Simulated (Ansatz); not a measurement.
## Electronic structure of BH4O (doublet) in real space

```yaml
atoms:
  - { symbol: B, position_ang: [0.1084, 0.0377, 0.7545] }
  - { symbol: H, position_ang: [0.2409, -1.2317, 0.5106] }
  - { symbol: H, position_ang: [0.7894, 0.7595, 0.0714] }
  - { symbol: H, position_ang: [-0.8863, -0.5235, 0.1344] }
  - { symbol: O, position_ang: [-0.1079, 0.3889, 2.0654] }
  - { symbol: H, position_ang: [-0.6589, -0.2320, 2.5508] }
```

Computed with UKS PBE0/def2-SVP (Ansatz).

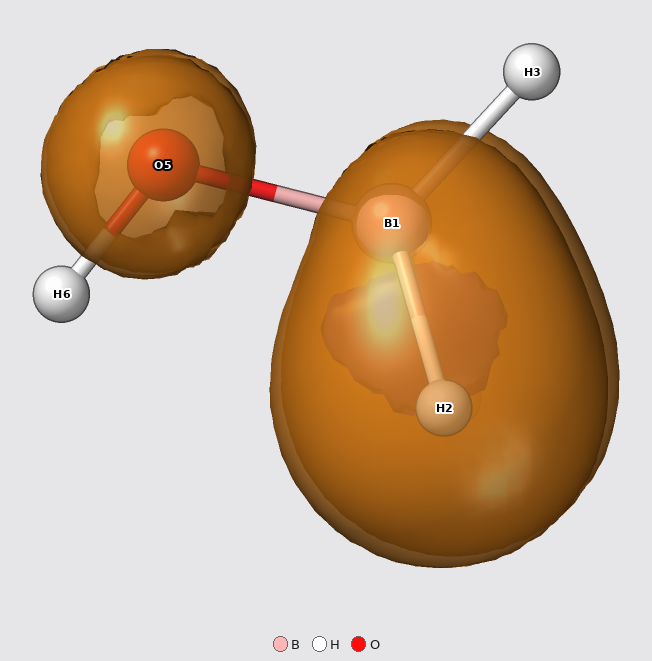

Figure 1. Isosurfaces of the spin density (α minus β) at +0.02 (orange) and −0.02 e/Å³ (purple), seen across its widest extent.

Q: Describe the spin distribution.

A: The unpaired spin (1 electron) lies mostly on B1 (about 0.3), H2 (about 0.3), H4 (about 0.3) and O5 (about 0.2), in electrons by Hirshfeld's partition.

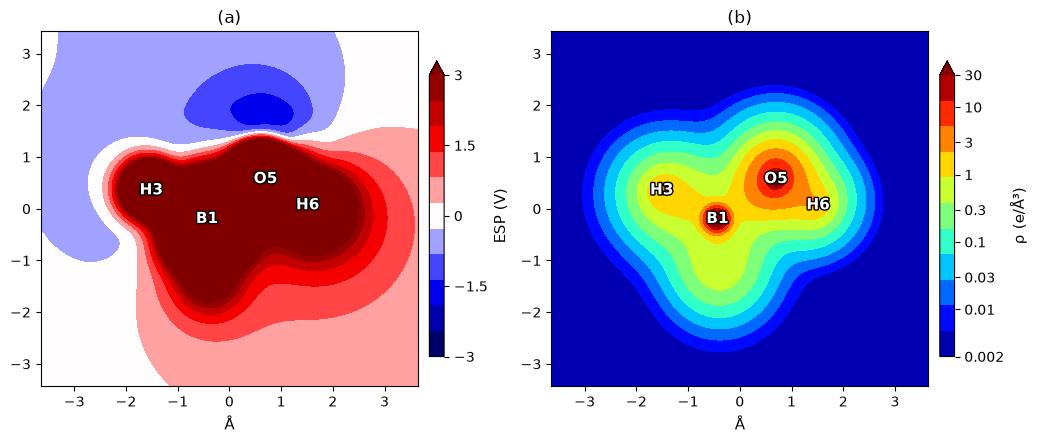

Figure 2. (a) molecular electrostatic potential; (b) total electron density on the plane of atoms B1, O5 and H6.

Q: What do the fields say about this system?

A: Atoms in the plane: B, H and O. B–O (1.37 Å): the density is about 2 e/Å³ at the midpoint. O–H (0.96 Å): the density is about 3.7 e/Å³ at the midpoint. B–H (1.20 Å): ρ is about 1.2 e/Å³ halfway. Outside the dense part of the molecule the potential is most negative (−1.7 V) near O5.

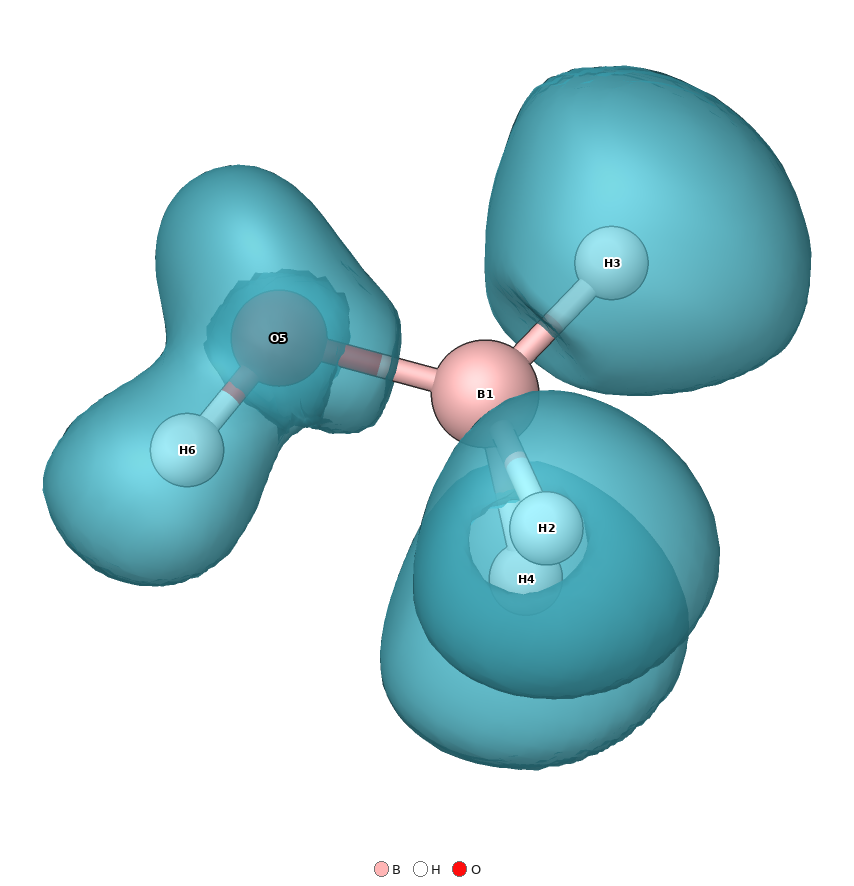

Figure 3. Isosurface of the ELF at 0.75 (cyan), seen at a tilt. Only the valence region is drawn (cores and ρ < 0.01 e/Å³ removed).

Q: Describe the localisation domains.

A: The ELF exceeds this value in one region around a hydrogen nucleus, one joined region spread over several atoms (B, H), in which their bonds and any lone pairs are merged and one joined region spread over several atoms (H, O), in which their bonds and any lone pairs are merged. Profiles from the grid: B–O (1.37 Å): the ELF peaks at about 0.90 between the atoms; a polar covalent bond. O–H (0.96 Å): the ELF climbs to about 1 towards the hydrogen, as it does in any bond to H (an ordinary covalent bond to hydrogen).
